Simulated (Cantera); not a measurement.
Feed: 1 mol PbO, 6 mol H2, a varied amount of N2, at 425 °C and 0.188 Torr.

Cantera equilibrium calculation (NASA polynomials, part measured and part estimated; ideal gas, pure solids and liquids). Candidate condensed phases: H2O, Pb, PbO, PbO2, Pb3O4; 27 gas species. Equilibrium is a limit: real reactors are often held back by kinetics, nucleation or transport.

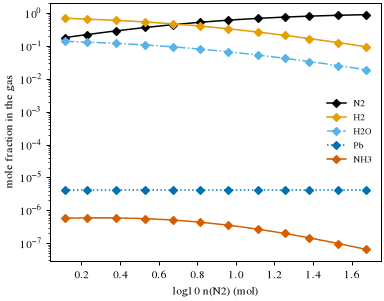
Figure. Equilibrium gas composition (values under 1e-9 drawn at 1e-9)

Question: Read off the mole fractions at 1.7 mol N2.

Answer: H2 about 0.65, N2 about 0.22, H2O about 0.13, Pb about 4.1e-6, NH3 about 5.9e-7.
